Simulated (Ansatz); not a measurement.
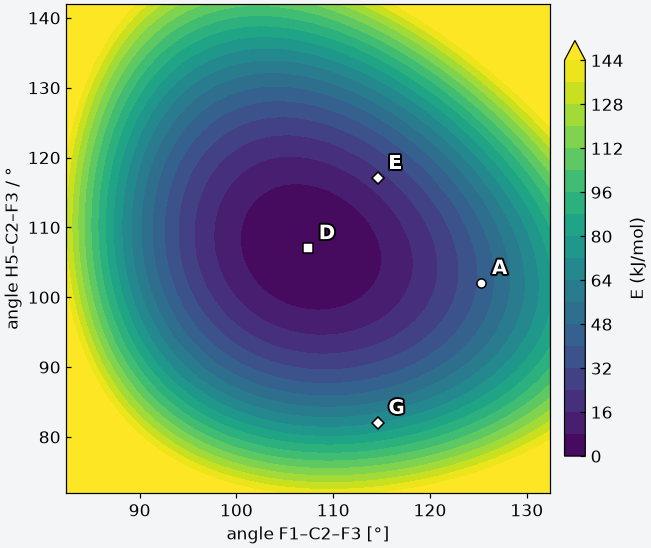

CH₄F₂Si, SMILES FC(F)[SiH3]. 
- First axis: angle F1–C2–F3. Second axis: angle H5–C2–F3.
- Nothing is relaxed (all other coordinates rigid).
- The scan uses a 15 × 15 grid.
- Points are written as (first, second).
- All energies are given in kJ/mol relative to the relaxed molecule at the same level.
- Method: RKS PBE-D4/def2-TZVP (Ansatz).

In the figure: filled contours, one colour for all values above the top of the scale, lettered points. Between grid points the surface is interpolated.

**Rank the lettered points by energy, lowest first.**

D (0 kJ/mol), E (21 kJ/mol), A (42 kJ/mol), G (72 kJ/mol).

**What kind of point is each of A, D, E, G: minimum, saddle, maximum or slope?**

A: on a slope; D: minimum; E: on a slope; G: on a slope. (In these two coordinates alone; a stationary point may lie a little off the grid point.)
